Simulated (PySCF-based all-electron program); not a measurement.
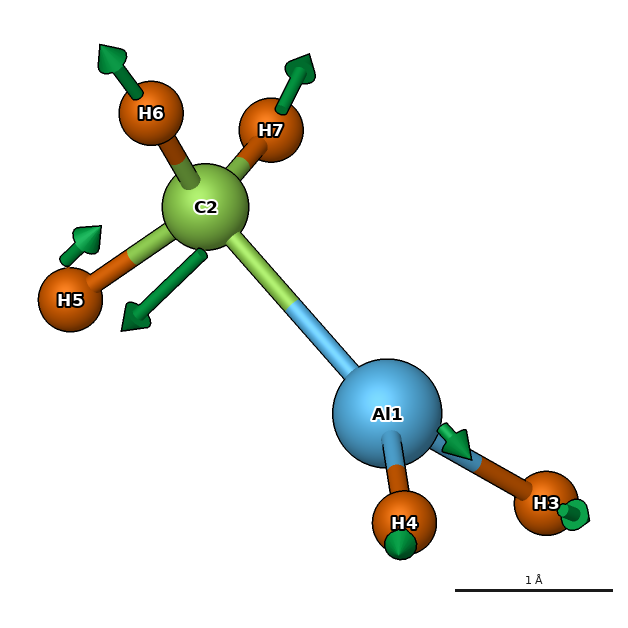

Arrows show the forces on the atoms, 0.2 Å of arrow for 1 eV/Å; forces under a tenth of the largest aren't drawn. Level of theory: r2SCAN, all-electron, scalar-relativistic (spin-free Dirac), large uncontracted Gaussian sets (PySCF-based all-electron program).

### On which atom is the force largest, and how large is it?

On C2: 4.23 eV/Å.

### Which bond do the forces act along most?

C2–H5, now 1.188 Å: the forces pull its atoms together, so a first step downhill shortens it.

List the force components in the frame of the picture (x right, y up, z towards the viewer), in eV/Å.

```tsv
atom	Fx	Fy	Fz
Al1	0.98	−1.08	0.51
C2	−2.63	−2.52	−2.14
H3	0.89	−0.36	−1.31
H4	−0.12	−0.69	1.71
H5	1.19	1.16	1.33
H6	−1.23	1.65	1.72
H7	0.92	1.84	−1.82
```
